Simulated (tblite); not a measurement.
**Geometry relaxation of C₆H₁₀O₂Si (part 3 of 3)**

Continued. System: C₆H₁₀O₂Si. Method: GFN2-xTB geometry optimisation, gas phase (tblite 0.8.0). It belongs to a series of runs on one base structure; here: ring closed by a new C-C bond.

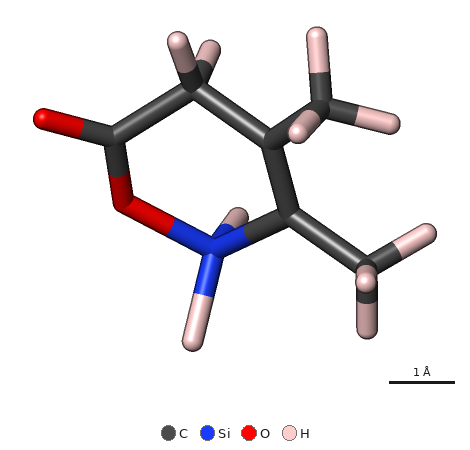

*The geometry at step 131 of the log (stick view, seen at a tilt).*

**Trajectory as extended XYZ, continued**
```
19
Properties=species:S:1:pos:R:3:forces:R:3 step=114 energy=-757.98697
C    -0.3556   -2.0600   -0.1741   -0.0050   0.0020   0.0000
C    -0.2975   -0.5851    0.0900   -0.0340   0.0100  -0.0100
C     0.8158    0.1461   -0.0474    0.0060   0.0180  -0.0120
C     2.1112   -0.4541   -0.5200    0.0150   0.0140  -0.0040
Si    0.6705    1.9840    0.3020   -0.0040   0.0160  -0.0260
O    -0.9277    2.2865    0.0238   -0.0180  -0.0010  -0.0080
C    -1.9095    1.3960   -0.0407    0.0190  -0.0260   0.0160
O    -2.9790    1.6776   -0.5032   -0.0020   0.0050   0.0080
C    -1.5993    0.0304    0.5420   -0.0150   0.0200   0.0170
H     0.5941   -2.5346    0.0559    0.0170  -0.0150   0.0000
H    -0.5826   -2.2474   -1.2242   -0.0100   0.0080  -0.0040
H    -1.1339   -2.5239    0.4272   -0.0020  -0.0240  -0.0080
H     2.5605   -1.0676    0.2614   -0.0170  -0.0060  -0.0010
H     1.9547   -1.0803   -1.3962    0.0080  -0.0130   0.0040
H     2.8169    0.3300   -0.7786    0.0180  -0.0090   0.0110
H     1.3307    2.8508   -0.6626    0.0030  -0.0150   0.0060
H     0.9355    2.3163    1.7015    0.0000   0.0110   0.0100
H    -2.4416   -0.6230    0.3071    0.0240  -0.0050  -0.0080
H    -1.5730    0.1677    1.6287   -0.0040   0.0090   0.0100
19
Properties=species:S:1:pos:R:3:forces:R:3 step=119 energy=-757.98776
C    -0.3493   -2.0589   -0.1671   -0.0030   0.0030   0.0020
C    -0.2984   -0.5821    0.0928   -0.0050  -0.0040   0.0010
C     0.8134    0.1510   -0.0515    0.0050  -0.0060   0.0000
C     2.1075   -0.4553   -0.5213    0.0000  -0.0040  -0.0040
Si    0.6705    1.9892    0.2960   -0.0110  -0.0010   0.0110
O    -0.9311    2.2892    0.0347    0.0080  -0.0040  -0.0080
C    -1.9104    1.3966   -0.0374   -0.0080   0.0050  -0.0070
O    -2.9771    1.6795   -0.5062    0.0010  -0.0090   0.0180
C    -1.6028    0.0299    0.5423    0.0030   0.0050  -0.0010
H     0.6062   -2.5276    0.0549   -0.0100   0.0030  -0.0130
H    -0.5851   -2.2478   -1.2154    0.0000   0.0030   0.0060
H    -1.1183   -2.5307    0.4407   -0.0030   0.0020  -0.0080
H     2.5306   -1.1048    0.2449   -0.0060  -0.0020   0.0170
H     1.9547   -1.0517   -1.4192    0.0050   0.0020  -0.0050
H     2.8329    0.3216   -0.7422    0.0140   0.0070   0.0060
H     1.3286    2.8521   -0.6728    0.0000  -0.0030  -0.0050
H     0.9454    2.3219    1.6946   -0.0010   0.0090  -0.0100
H    -2.4397   -0.6253    0.2946    0.0030  -0.0020   0.0060
H    -1.5875    0.1623    1.6302    0.0090  -0.0030  -0.0050
19
Properties=species:S:1:pos:R:3:forces:R:3 step=125 energy=-757.98831
C    -0.3526   -2.0566   -0.1738    0.0040  -0.0020  -0.0100
C    -0.2971   -0.5823    0.0974    0.0080  -0.0020  -0.0130
C     0.8154    0.1499   -0.0477   -0.0020   0.0020   0.0110
C     2.1092   -0.4563   -0.5189    0.0040   0.0000   0.0120
Si    0.6676    1.9884    0.2974    0.0080  -0.0010  -0.0110
O    -0.9326    2.2867    0.0260   -0.0030   0.0010  -0.0140
C    -1.9111    1.3927   -0.0381   -0.0170   0.0060   0.0050
O    -2.9808    1.6695   -0.5037    0.0140   0.0040   0.0110
C    -1.5988    0.0313    0.5503    0.0020  -0.0160   0.0000
H     0.6011   -2.5294    0.0453    0.0000  -0.0080   0.0020
H    -0.5834   -2.2340   -1.2249   -0.0090  -0.0010  -0.0070
H    -1.1256   -2.5338    0.4248    0.0040   0.0130  -0.0020
H     2.5290   -1.1037    0.2516    0.0010  -0.0080  -0.0080
H     1.9562   -1.0539   -1.4164    0.0100   0.0090   0.0150
H     2.8378    0.3188   -0.7396   -0.0150  -0.0030   0.0110
H     1.3316    2.8388   -0.6775    0.0020   0.0140  -0.0120
H     0.9364    2.3391    1.6923   -0.0030  -0.0040  -0.0020
H    -2.4346   -0.6278    0.3111   -0.0150  -0.0010   0.0110
H    -1.5776    0.1720    1.6368    0.0070  -0.0030   0.0010
19
Properties=species:S:1:pos:R:3:forces:R:3 step=131 energy=-757.98977
C    -0.3531   -2.0542   -0.1888   -0.0150   0.0000   0.0030
C    -0.2959   -0.5824    0.0917   -0.0090  -0.0020   0.0190
C     0.8172    0.1505   -0.0435    0.0010   0.0060  -0.0110
C     2.1140   -0.4599   -0.5007    0.0150   0.0020   0.0090
Si    0.6658    1.9928    0.2804    0.0120   0.0110  -0.0170
O    -0.9378    2.2837    0.0218    0.0090  -0.0100  -0.0080
C    -1.9160    1.3888   -0.0282    0.0180  -0.0110  -0.0010
O    -2.9903    1.6656   -0.4812   -0.0480   0.0060  -0.0060
C    -1.5956    0.0271    0.5562    0.0030   0.0150   0.0080
H     0.5998   -2.5337    0.0207   -0.0050   0.0090  -0.0230
H    -0.5977   -2.2211   -1.2385    0.0140  -0.0150  -0.0050
H    -1.1225   -2.5307    0.4136   -0.0140  -0.0140   0.0090
H     2.4934   -1.1467    0.2571    0.0260   0.0150  -0.0270
H     1.9818   -1.0197   -1.4259   -0.0090   0.0130   0.0190
H     2.8615    0.3106   -0.6692   -0.0110  -0.0210   0.0250
H     1.3171    2.8309   -0.7161   -0.0080  -0.0050   0.0100
H     0.9424    2.3704    1.6666    0.0060  -0.0110  -0.0040
H    -2.4357   -0.6334    0.3351    0.0100   0.0090  -0.0190
H    -1.5583    0.1706    1.6415    0.0050   0.0030   0.0200
19
Properties=species:S:1:pos:R:3:forces:R:3 step=136 energy=-757.99064
C    -0.3570   -2.0542   -0.1924    0.0050  -0.0080   0.0030
C    -0.2962   -0.5830    0.0919    0.0040  -0.0080  -0.0010
C     0.8181    0.1490   -0.0418    0.0090  -0.0100   0.0190
C     2.1180   -0.4604   -0.4916    0.0090  -0.0070  -0.0060
Si    0.6660    1.9933    0.2696   -0.0160   0.0040   0.0090
O    -0.9380    2.2809    0.0068    0.0020   0.0030  -0.0100
C    -1.9187    1.3885   -0.0242   -0.0040   0.0050  -0.0080
O    -3.0005    1.6645   -0.4613   -0.0030   0.0110   0.0040
C    -1.5937    0.0280    0.5594    0.0020   0.0000  -0.0010
H     0.5981   -2.5337    0.0054    0.0040   0.0030   0.0040
H    -0.6054   -2.2218   -1.2414   -0.0130   0.0090   0.0070
H    -1.1212   -2.5331    0.4157   -0.0010  -0.0040  -0.0090
H     2.4860   -1.1708    0.2492   -0.0080   0.0050   0.0030
H     1.9946   -0.9943   -1.4331    0.0070   0.0200   0.0060
H     2.8734    0.3086   -0.6243   -0.0010  -0.0030  -0.0100
H     1.3149    2.8263   -0.7313    0.0010   0.0020  -0.0020
H     0.9391    2.3824    1.6539    0.0090  -0.0150  -0.0110
H    -2.4348   -0.6301    0.3370    0.0000  -0.0130   0.0000
H    -1.5526    0.1692    1.6451   -0.0060   0.0070   0.0040
19
Properties=species:S:1:pos:R:3:forces:R:3 step=142 energy=-757.99105
C    -0.3566   -2.0557   -0.1900    0.0000   0.0020   0.0000
C    -0.2951   -0.5843    0.0938    0.0000   0.0000   0.0040
C     0.8198    0.1472   -0.0372   -0.0050   0.0040  -0.0030
C     2.1209   -0.4590   -0.4878    0.0000   0.0010   0.0030
Si    0.6648    1.9929    0.2632    0.0020  -0.0020   0.0020
O    -0.9376    2.2800   -0.0067    0.0000  -0.0050   0.0000
C    -1.9208    1.3898   -0.0240   -0.0020   0.0010   0.0000
O    -3.0076    1.6699   -0.4460    0.0000  -0.0010   0.0000
C    -1.5937    0.0280    0.5574    0.0000  -0.0010  -0.0040
H     0.6010   -2.5332    0.0001   -0.0030  -0.0020  -0.0040
H    -0.6150   -2.2220   -1.2367    0.0010   0.0060  -0.0010
H    -1.1163   -2.5372    0.4219    0.0030   0.0030   0.0060
H     2.4758   -1.1887    0.2403    0.0040   0.0010  -0.0090
H     2.0025   -0.9671   -1.4437    0.0090  -0.0040   0.0030
H     2.8819    0.3083   -0.5967   -0.0040  -0.0050   0.0020
H     1.3169    2.8222   -0.7389   -0.0040   0.0010   0.0010
H     0.9397    2.3811    1.6466    0.0030  -0.0010   0.0020
H    -2.4336   -0.6314    0.3331   -0.0010  -0.0030   0.0010
H    -1.5567    0.1685    1.6437   -0.0020   0.0070  -0.0020
```

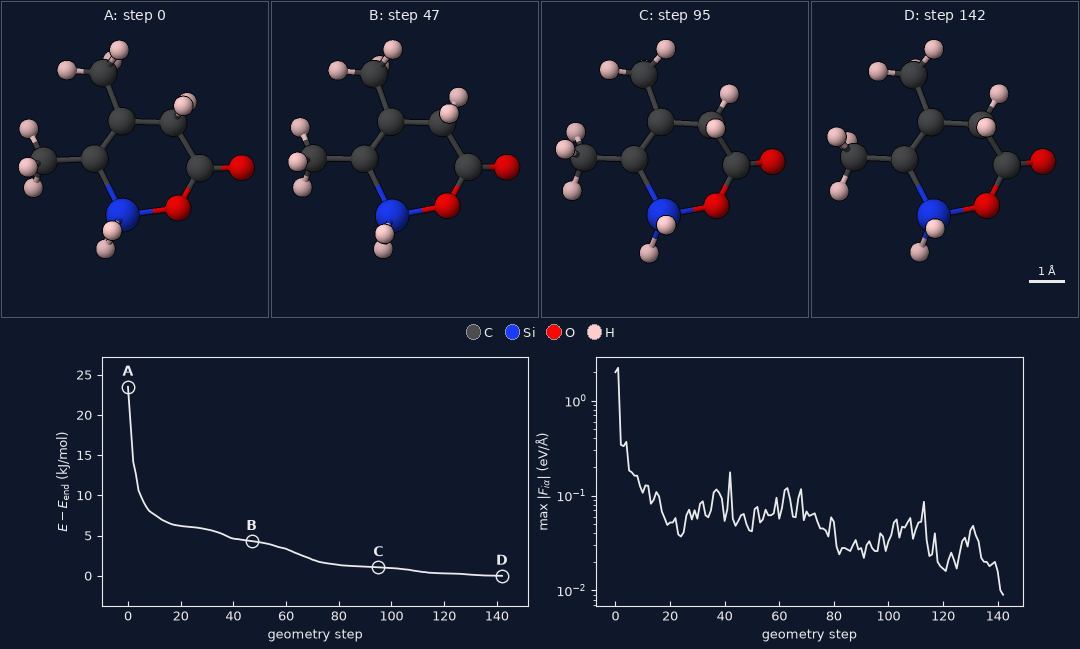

*Frames of the relaxation (ball-and-stick view, seen on its broad side) above the curves, on which the letters mark them (steps are counted from 0).*

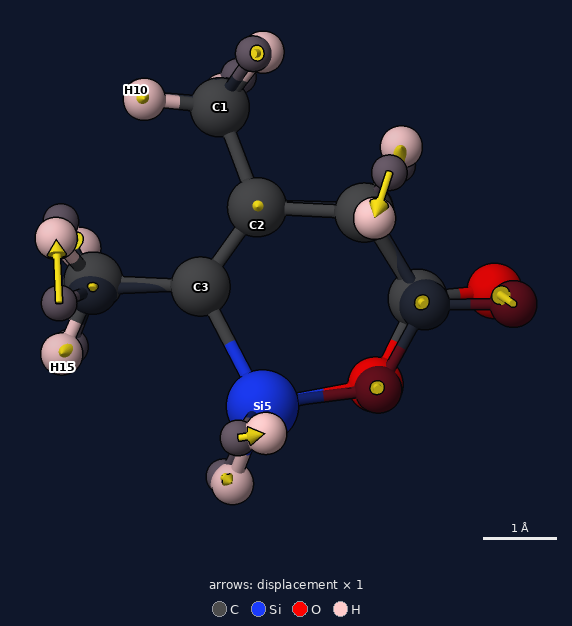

*Start (faint) and end (solid) with the displacements as yellow arrows, at true length (ball-and-stick view, seen on its broad side). The two geometries are laid on each other by the best rigid fit.*

Over 142 geometry steps the energy falls by 23.5 kJ/mol. Largest force component: 2 eV/Å at the start, 0.009 eV/Å at the end. The atom that moves furthest after the best rigid fit is H13 (0.95 Å). By element the largest moves are H 0.95 Å, O 0.76 Å, C 0.31 Å, Si 0.06 Å. Among the contacts that change: C7–O8 1.228 → 1.199 Å, C7–C9 1.540 → 1.516 Å, Si5–H16 1.479 → 1.455 Å, C2–C3 1.358 → 1.340 Å. Among the angles that change: O6–Si5–H16 110.0° → 102.9°, C4–C3–Si5 114.5° → 121.0°, C2–C9–C7 121.8° → 115.6°. (Atoms are counted from 1 in the order of the input.)

This output came from the following input.

**The input**
```
{"job": {"kind": "relax", "xc": "GFN2-xTB", "basis": "xTB"}, "charge": 0, "multiplicity": 1}
C     -0.373500    -2.112900    -0.171800
C     -0.339600    -0.605700    -0.018000
C      0.804700     0.123900    -0.075400
C      2.182300    -0.365100    -0.389300
Si     0.682900     1.963600     0.217600
O     -0.914600     2.364100     0.226800
C     -1.944400     1.509400     0.233500
O     -3.091800     1.945900     0.254300
C     -1.698700    -0.010700     0.271900
H      0.596900    -2.585400    -0.155000
H     -0.878100    -2.371900    -1.114900
H     -0.955400    -2.561900     0.652200
H      2.800900    -0.344900     0.530400
H      2.199200    -1.397300    -0.764600
H      2.662100     0.247300    -1.150700
H      1.379000     2.688500    -0.867400
H      1.305100     2.294500     1.519100
H     -2.397900    -0.426900    -0.474400
H     -2.028800    -0.345200     1.268100
```

The first line tells a small driver script what to run in tblite; the rest is the geometry in Å.

Launched with:
```bash
OMP_NUM_THREADS=1 python <driver script> task.json out
```

**Results in brief**

| quantity | value |
| --- | --- |
| outcome | converged |
| total energy | −757.9910 eV |
| hardware | 1 CPU thread, shared host |
| wall time | 1 s |
| peak memory | 0.18 GiB |
